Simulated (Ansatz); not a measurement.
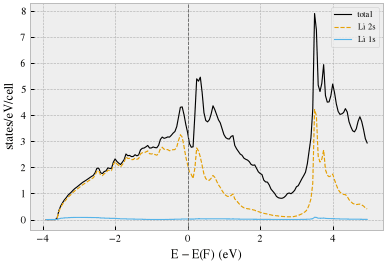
Figure. Total and projected density of states of Li (cI16, I-43d), DFT-LDA in the program Ansatz with PAW potentials

Which orbitals carry the states next to the Fermi level?

Within 0.5 eV of the Fermi level: Li 2s 62 %, outside the projected shells 38 %. Projections are on Löwdin-orthogonalised atomic valence shells; empty p or d shells of many metals are not among them.

The first step of the workflow began from a Materials Project structure, measured or hypothetical; the Crystallography Open Database copy checked does not list it. It is not the phase usual at ambient conditions (space group No. 229). The LDA relaxation kept the symmetry of its start; whether a distortion lowers the energy is not shown.

Potentials: the later of the program's two PAW sets.
